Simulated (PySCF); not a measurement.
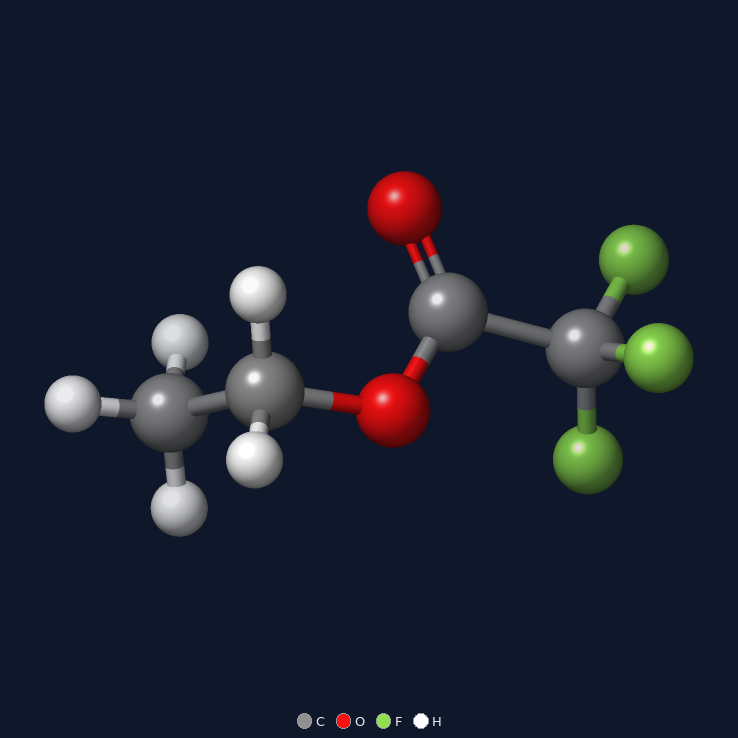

Multiple sticks mark multiple bonds (one Kekulé form).

Computed geometry: PBE0-D3(BJ)/def2-TZVP optimisation. No frequency run is at hand to confirm it as a minimum.

What is the molecular formula?

Answer. C4H5F3O2, 14 atoms: 4 carbon, 5 hydrogen, 3 fluorine and 2 oxygen.

Describe its rings.

Answer. It has no ring.

What is its SMILES?

Answer. CCOC(=O)C(F)(F)F

Name some functional groups or characteristic bonds that it holds.

Answer. Among them: ester, C–F bond.

The parts below concern this one geometry. Atoms keep their numbers from picture to picture.

### Geometry

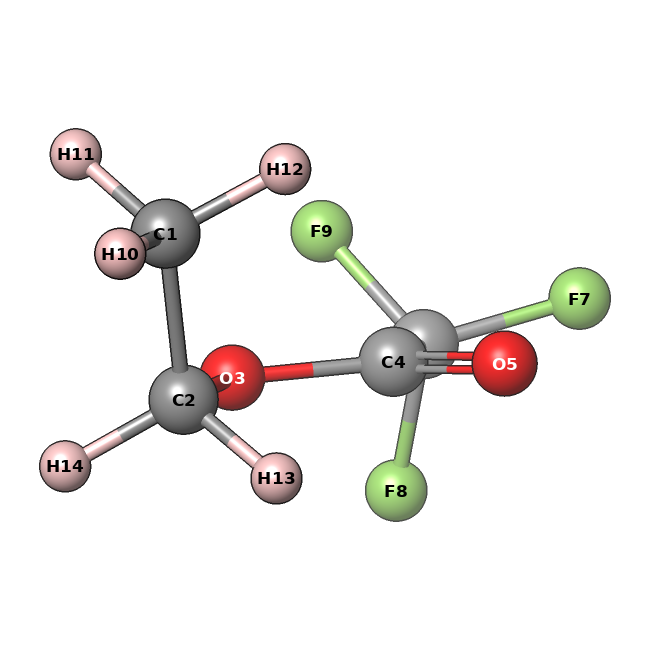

O3 lies behind C2. The molecule seen a little off the C2–O3 bond, C2 in front. Distant atoms are faded towards the background colour. No frequency run is at hand to confirm it as a minimum.

What is the torsion angle C1–C2–O3–C4? The sign is positive where the front bond must turn clockwise to cover the back bond.

Answer. 85°, about perpendicular.

### NMR shielding

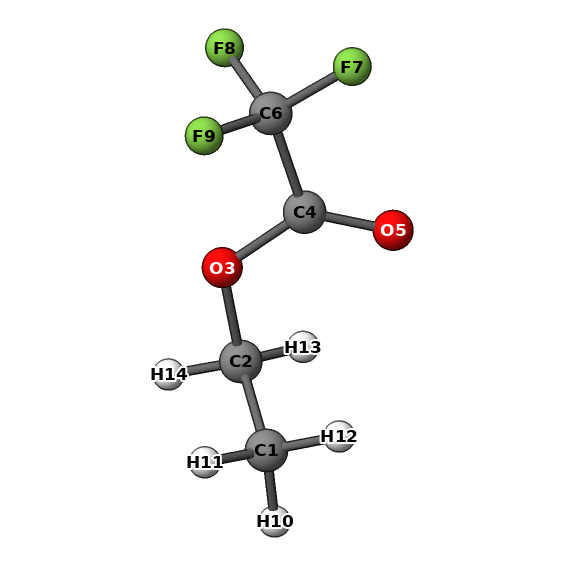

The questions are on isotropic NMR shieldings of the O atoms. No frequency run is at hand to confirm it as a minimum. Level of theory: GIAO B97-2/pcSseg-2 NMR shielding, non-relativistic, gas phase (PySCF 2.14.0).

List the isotropic NMR shieldings of the O atoms.

```
atom  σ (ppm)
  O3    120.6
  O5    −79.0
```

### Charges

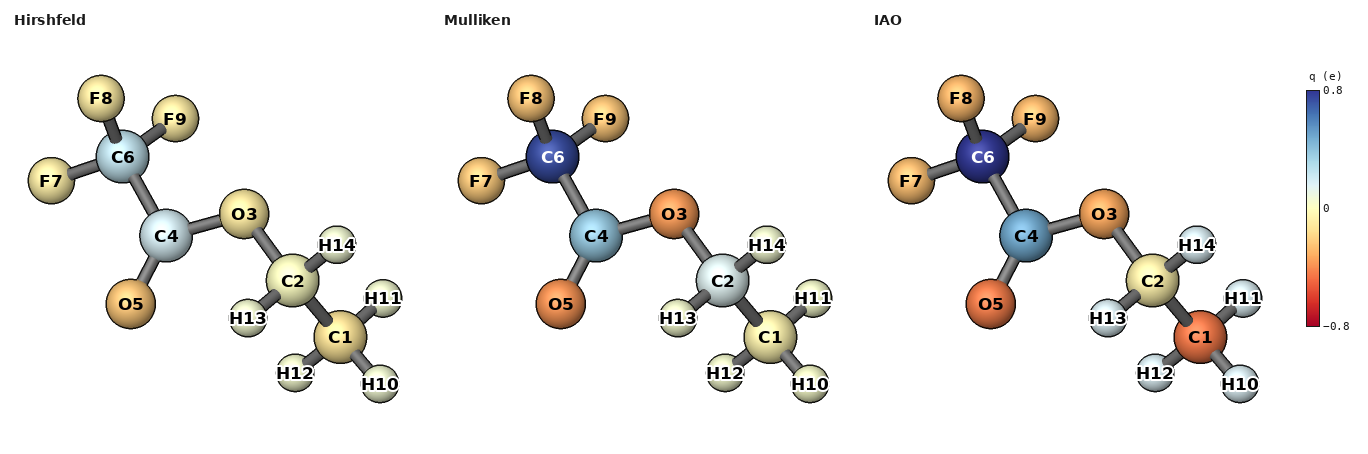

Atomic charges of one calculation by 3 schemes, on one colour scale. No frequency run is at hand to confirm it as a minimum. Computed with PBE0/pcSseg-2 (PySCF 2.14.0).

Which scheme gives the most polar picture (largest mean size of the charges)?

Answer. The IAO charges are the largest in size here, and the Hirshfeld charges the smallest.

On which atom do the schemes disagree most?

Answer. On C6 (from 0.25 to 0.79 e).

List the charges (e), one line for each set of equivalent atoms.

```tsv
atom	Hirshfeld	Mulliken	IAO
C1	−0.13	−0.05	−0.45
C2	0.01	0.14	−0.06
O3	−0.10	−0.36	−0.33
C4	0.19	0.38	0.49
O5	−0.23	−0.38	−0.43
C6	0.25	0.74	0.79
F7	−0.08	−0.22	−0.26
F8	−0.09	−0.24	−0.28
F9	−0.09	−0.23	−0.27
H10	0.06	0.04	0.16
H11	0.05	0.04	0.16
H12	0.05	0.05	0.16
H13	0.05	0.04	0.16
H14	0.06	0.05	0.17
```

### Dipole moment

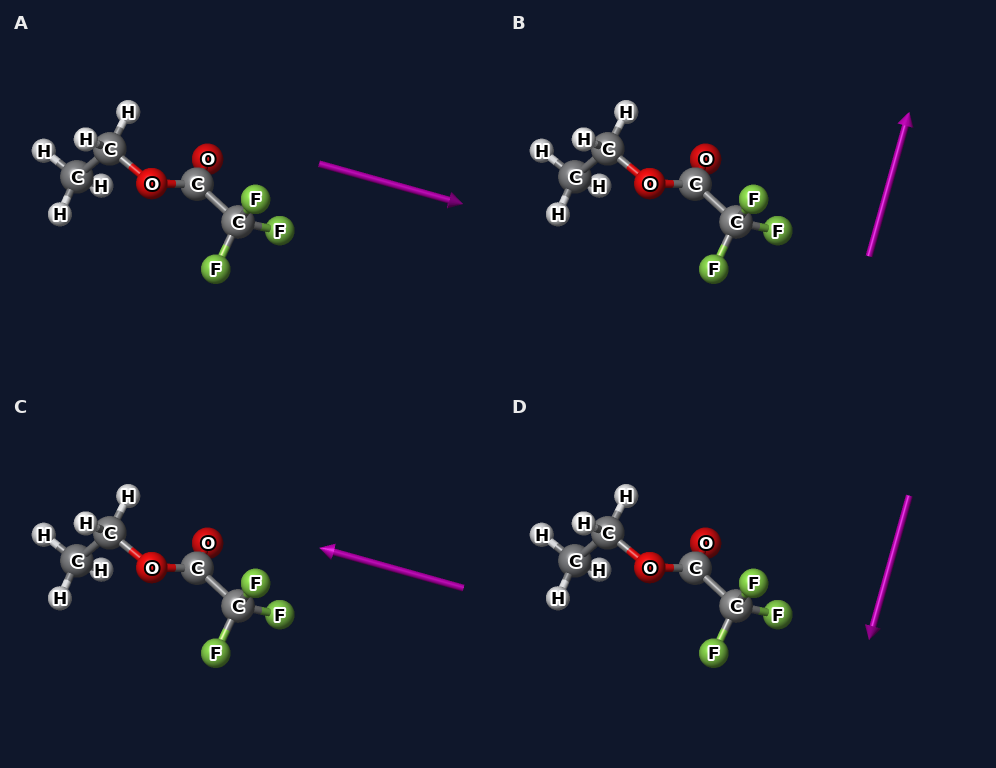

The same molecule four times, each with an arrow. No frequency run is at hand to confirm it as a minimum. Properties computed with WP04/pcSseg-2 in chloroform (IEF-PCM) (PySCF 2.14.0).

Which arrow points along the dipole moment, from the negative to the positive end?

Answer. C. The dipole moment is 3.88 D.

### Bond orders

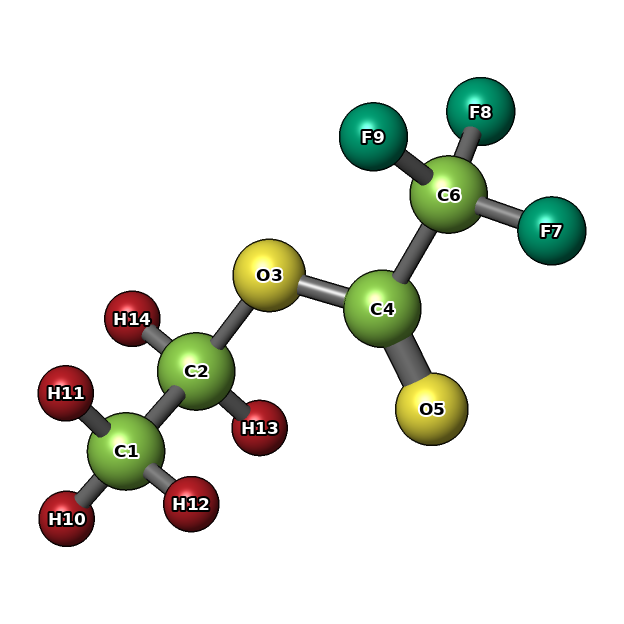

The thickness of each stick grows with its Mayer bond order. No frequency run is at hand to confirm it as a minimum. Computed with PBE0/pcSseg-2 (PySCF 2.14.0).

List the Mayer bond orders of C1–C2, C1–H10, C1–H11, C1–H12, C2–O3, C2–H13, C2–H14, O3–C4, C4–O5, C4–C6, C6–F7, C6–F8, C6–F9.

```csv
bond,Mayer order,length (Å)
C1–C2,1.00,1.507
C1–H10,0.99,1.092
C1–H11,0.99,1.091
C1–H12,1.00,1.091
C2–O3,0.80,1.443
C2–H13,1.01,1.091
C2–H14,0.99,1.089
O3–C4,1.19,1.318
C4–O5,1.96,1.194
C4–C6,0.93,1.546
C6–F7,1.05,1.322
C6–F8,1.02,1.335
C6–F9,1.03,1.332
```

Mulliken values depend strongly on the basis set and can even reverse the polarity of a bond.
